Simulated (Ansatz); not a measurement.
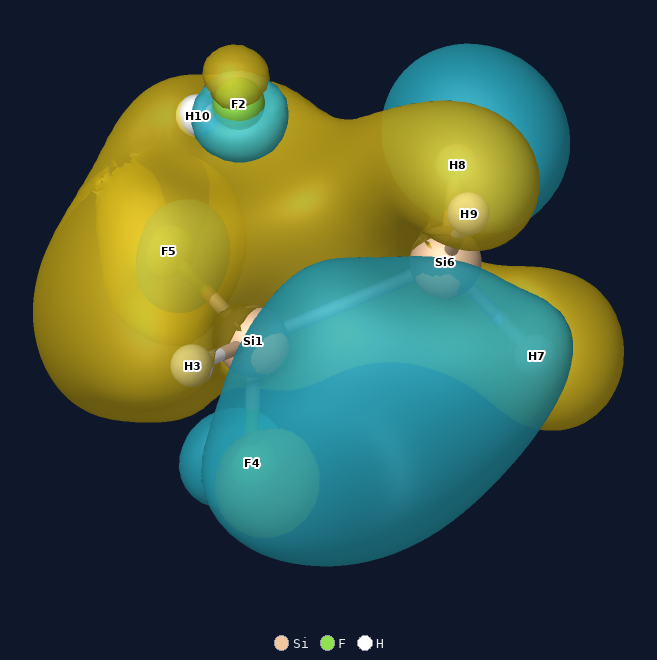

F₂H₄Si₂···HF. The LUMO at ±0.05 Å⁻³ᐟ² (yellow and cyan are the two phases), seen at an oblique angle.

Computed with RKS r2SCAN-D4/6-31G* in Ansatz 0.2.0.

```csv
atom,x (Å),y (Å),z (Å)
Si,-0.5157,0.0646,-0.3234
F,-0.1364,-0.0609,2.4633
H,0.4157,1.2125,-0.2117
F,-0.6928,-0.2523,-1.8909
F,0.2572,-1.2526,0.2668
Si,-2.5914,0.2573,0.7244
H,-3.6608,0.5265,-0.2798
H,-2.9046,-1.0177,1.4268
H,-2.5605,1.3703,1.7079
H,0.1545,-0.8478,2.0307
```

Q: Describe this orbital and give its energy.

A: Its weight (Hirshfeld) is mainly on Si1 (about 40 %), Si6 (about 30 %), F5 (about 10 %) and H8 (about 5 %); π-bonding across Si1–Si6. Its energy is −0.72 eV.
